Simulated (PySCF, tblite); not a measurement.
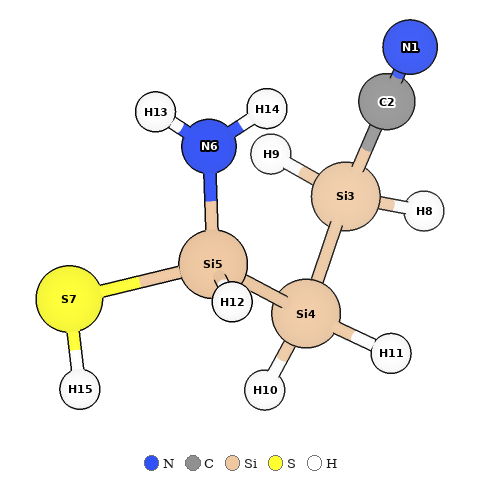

Geometry used (CH₈N₂SSi₃, SMILES N#C[SiH2][SiH2][Si@@H](N)S).

GIAO shifts, PBE0/pcSseg-1 with PySCF, at a GFN2-xTB geometry (a minimum by its frequencies), against TMS for ¹³C computed at the same level. Gas phase, fully decoupled, line heights follow the number of nuclei, widths are arbitrary (no quadrupolar broadening); values of one conformer, averaged over nuclei that symmetry, rotation about single bonds or inversion at nitrogen exchange, these motions taken as fast; other conformers aren't averaged in.

### Which ¹³C signals does it give?

1 signal.


| δ (ppm) | nuclei | atoms |
| --- | --- | --- |
| 127.4 | 1 | C2 |

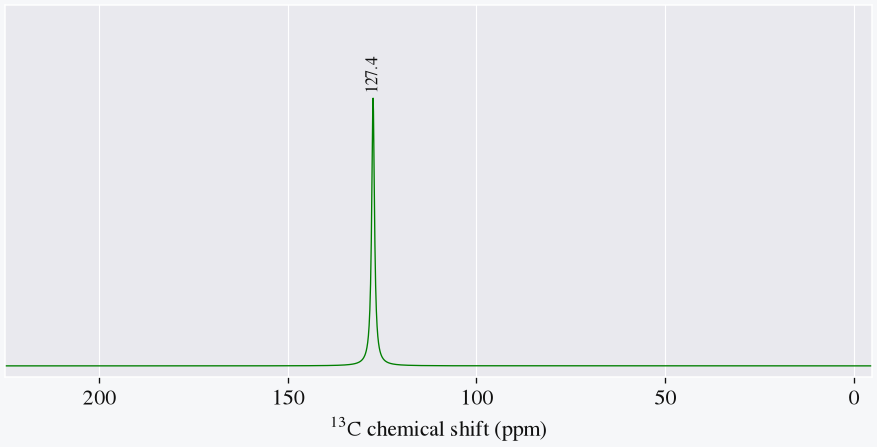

Known limits of this run: the tight-binding geometry is rougher than a DFT one and adds to the error.
